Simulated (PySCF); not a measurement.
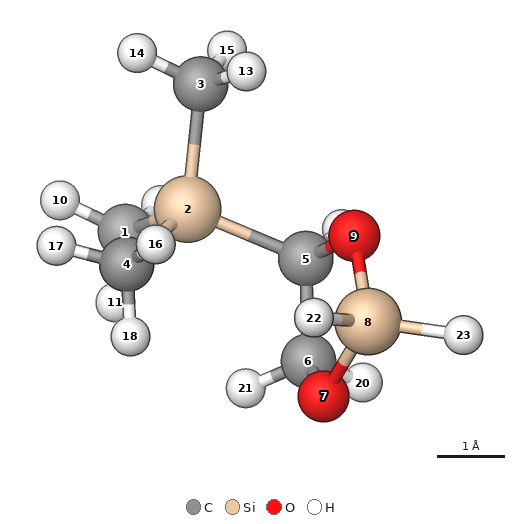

*The input geometry (ball-and-stick view, seen at an oblique angle; atoms are numbered from 1 in the order of the input).*

Bond lengths as drawn: C–C 1.54 Å, C–H 1.08 to 1.10 Å, C–O 1.40 to 1.42 Å, C–Si 1.91 to 1.93 Å, H–Si 1.45 to 1.46 Å and O–Si 1.63 to 1.64 Å.

NMR shielding calculation, with input and output: C₅H₁₄O₂Si₂

The run: NMR shielding calculation of C₅H₁₄O₂Si₂, SMILES C[Si](C)(C)[C@@H]1CO[SiH2]O1. Method and program: GIAO B3LYP/pcSseg-1 NMR shielding, non-relativistic, IEF-PCM benzene (PySCF 2.14.0).

The geometry comes from this level: GFN2-xTB. Figures and captions count atoms from 1; the log counts them from 0 in places.

**Input file**
```
{"job": {"xc": "B3LYP", "basis": "pcSseg-1", "solvent": "benzene", "kind": "nmr", "pop": false}, "charge": 0, "multiplicity": 1}
C     -2.491775    -0.142133     0.314314
Si    -0.761423     0.525361    -0.142181
C     -0.858452     1.689198    -1.647407
C      0.012198     1.414449     1.354847
C      0.342353    -0.968783    -0.647071
C      0.641630    -1.956946     0.498092
O      1.881329    -1.624019     1.051177
Si     2.778393    -0.738130     0.002598
O      1.595976    -0.464017    -1.086333
H     -3.167175     0.677794     0.535058
H     -2.463624    -0.784627     1.189163
H     -2.928822    -0.714891    -0.498080
H      0.135355     1.918833    -2.019839
H     -1.344936     2.625821    -1.392933
H     -1.418105     1.240151    -2.462847
H      0.932079     1.918323     1.073471
H     -0.661375     2.160837     1.766440
H      0.255523     0.714370     2.148936
H     -0.092184    -1.513037    -1.492428
H      0.688886    -2.985716     0.120800
H     -0.115757    -1.910750     1.284749
H      3.208812     0.462399     0.700239
H      3.826343    -1.517505    -0.640686
```

The first line tells a small driver script what to run in PySCF; the rest is the geometry in Å.

Launch command:
```bash
OMP_NUM_THREADS=1 python <driver script> task.json out
```

**The program's output**
```
coarse grid: 19536 points
cycle   1  E = -928.1496059811  dE =  9.875e-01  |g| = 1.113e+00  |ddm| = 4.304e+00
cycle   2  E = -927.8449914096  dE =  3.046e-01  |g| = 1.686e+00  |ddm| = 2.390e+00
cycle   3  E = -928.3817580509  dE = -5.368e-01  |g| = 1.674e-01  |ddm| = 1.672e+00
cycle   4  E = -928.3868389147  dE = -5.081e-03  |g| = 5.268e-02  |ddm| = 1.557e-01
cycle   5  E = -928.3874726735  dE = -6.338e-04  |g| = 1.064e-02  |ddm| = 4.567e-02
cycle   6  E = -928.3874882999  dE = -1.563e-05  |g| = 5.652e-03  |ddm| = 1.197e-02
cycle   7  E = -928.3874938389  dE = -5.539e-06  |g| = 6.343e-04  |ddm| = 4.607e-03
final grid: 177520 points
cycle   8  E = -928.4722368207  dE = -4.142e-05  |g| = 8.526e-03  |ddm| = 2.719e-02
cycle   9  E = -928.4722263378  dE =  1.048e-05  |g| = 1.114e-02  |ddm| = 1.439e-02
cycle  10  E = -928.4722529410  dE = -2.660e-05  |g| = 1.239e-03  |ddm| = 8.275e-03
cycle  11  E = -928.4722532125  dE = -2.716e-07  |g| = 2.100e-04  |ddm| = 1.176e-03
cycle  12  E = -928.4722532207  dE = -8.173e-09  |g| = 5.002e-05  |ddm| = 1.982e-04
cycle  13  E = -928.4722532211  dE = -4.327e-10  |g| = 1.310e-05  |ddm| = 5.689e-05
```

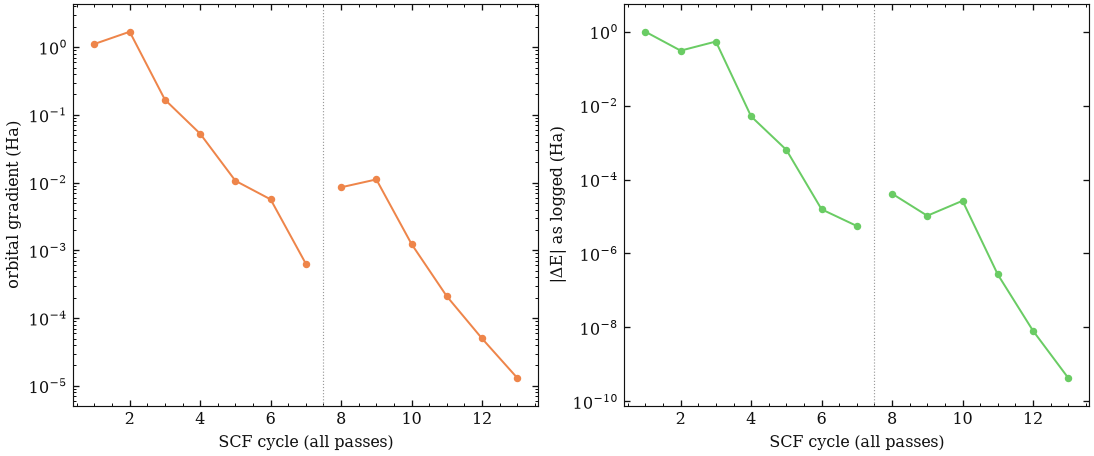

*Convergence of the self-consistent field: orbital gradient and size of the energy change against the SCF cycle. The dotted line marks the change from a coarse to the final integration grid.*

The first 7 cycles use a coarse grid, the final grid takes over at cycle 8, and the field converges after 13 cycles in all.

```
converged SCF energy = -928.4722532211

GIAO shielding tensors (ppm)
atom      isotropic    diamagn.    paramagn.     s11        s22        s33       span
  0 C      185.771     253.973     -68.202    182.057    183.721    191.533      9.476
  1 Si     334.507     882.170    -547.663    318.635    330.734    354.151     35.516
  2 C      185.771     253.047     -67.277    180.850    184.087    192.375     11.525
  3 C      187.705     255.460     -67.755    183.159    185.651    194.305     11.146
  4 C      109.526     254.348    -144.821     80.169     94.832    153.578     73.409
  5 C      115.065     247.491    -132.426     83.587    104.592    157.016     73.429
  6 O      300.196     397.851     -97.655    262.425    263.055    375.108    112.683
  7 Si     347.096     882.248    -535.153    326.203    330.527    384.558     58.355
  8 O      306.464     400.981     -94.517    254.515    287.945    376.932    122.416
  9 H       31.844      30.562       1.282     27.547     29.088     38.895     11.348
 10 H       31.852      32.604      -0.752     27.067     30.374     38.113     11.046
 11 H       31.970      31.757       0.213     27.673     29.307     38.930     11.257
 12 H       31.240      32.465      -1.224     26.218     30.303     37.201     10.983
 13 H       31.838      30.537       1.301     27.432     29.177     38.906     11.474
 14 H       31.774      31.338       0.436     27.630     28.847     38.846     11.216
 15 H       31.841      33.831      -1.990     27.801     30.004     37.719      9.918
 16 H       31.832      31.421       0.410     27.284     28.917     39.295     12.011
 17 H       31.738      33.956      -2.218     26.977     30.612     37.623     10.646
 18 H       27.788      34.013      -6.226     24.877     26.785     31.701      6.825
 19 H       27.378      30.373      -2.995     21.706     26.428     34.000     12.294
 20 H       27.540      32.732      -5.192     23.477     27.744     31.399      7.922
 21 H       26.974      31.362      -4.388     22.861     25.569     32.493      9.632
 22 H       26.848      29.371      -2.523     22.931     23.425     34.188     11.257
```

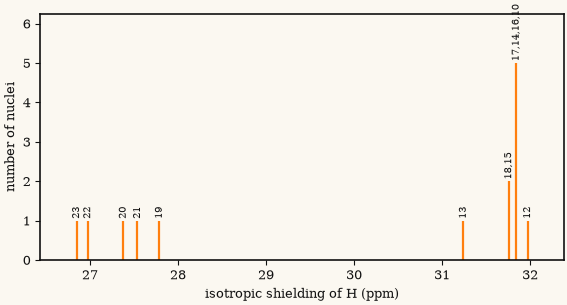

*Isotropic shieldings of the hydrogen nuclei in this fixed geometry, labelled by atom number; shielding grows to the right, so chemical shift grows to the left.*

The least shielded is H23 (26.8 ppm), the most shielded H12 (32.0 ppm).

**Summary**

| quantity | value |
| --- | --- |
| outcome | converged |
| total energy | −928.472253 hartree |
| HOMO | −6.81 eV |
| LUMO | 0.47 eV |
| dipole moment | 1.25 D |
| isotropic shielding, C | 109.5 to 187.7 ppm |
| isotropic shielding, Si | 334.5 to 347.1 ppm |
| isotropic shielding, O | 300.2 to 306.5 ppm |
| isotropic shielding, H | 26.8 to 32.0 ppm |
| hardware | 1 CPU thread, shared host |
| wall time | 52 s |
| peak memory | 1.2 GiB |
